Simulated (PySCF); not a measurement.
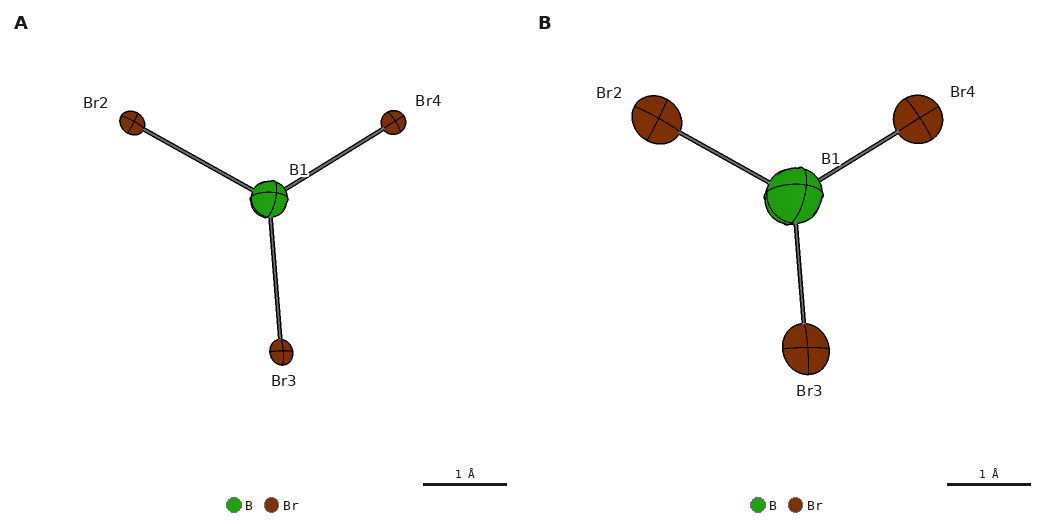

Displacement ellipsoids at the 50 % level, scaled by 3, from the internal vibrations of the free molecule (harmonic, no overall translation or rotation; no half-axis is drawn under 0.075 Å). Vibrations computed with RKS-based B3LYP, B def2-SVP, Br def2-SVP; non-relativistic; density fitting (PySCF 2.14.0). One panel is for 200 K, the other for 900 K.

Question: Which panel is for 900 K?

Answer: B.

Question: How much does the mean-square displacement of Br2 grow, and why?

Answer: U_eq goes from 0.00073 to 0.0029 Å², a factor of 4.0. Modes below kT (626 cm⁻¹ at 900 K) grow about in proportion to T, and the lowest lies at 152 cm⁻¹; the mean-square amplitude of a mode is its zero-point value times coth(ħω/2kT), which comes close to 1 only above about 3kT.
